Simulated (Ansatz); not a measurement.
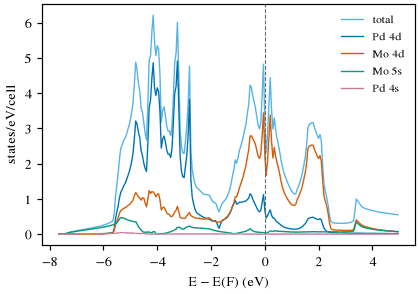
Fig. 1. Total and projected density of states of MoPd (CsCl type, space group No. 221), plane-wave PAW PBE (Ansatz code)

Q: Which orbitals carry the states next to the Fermi level?

A: Within 0.5 eV of the Fermi level: Mo 4d 72 %, Pd 4d 20 %, outside the projected shells 6 %. Projections are on Löwdin-orthogonalised atomic valence shells; empty p or d shells of many metals are not among them.

Q: Where is the tallest occupied peak in this window, and what makes it?

A: Near -4.1 eV, about 6.2 states/eV per cell; the largest projected share is Pd 4d.

Space group Pm-3m (CsCl type). The start of the workflow was typed in or built on a structure type; neither database checked (COD, Materials Project) lists it. Whether it is the stable phase at ambient conditions was not checked. The PBE relaxation kept the symmetry of its start; its stability against distortions is not shown here. The run is not spin-polarised. Its formation energy is positive at this level, so the cell may be metastable or incomplete. Spin–orbit coupling is left out wherever it is not named.

Potentials: the earlier of the program's two PAW sets.
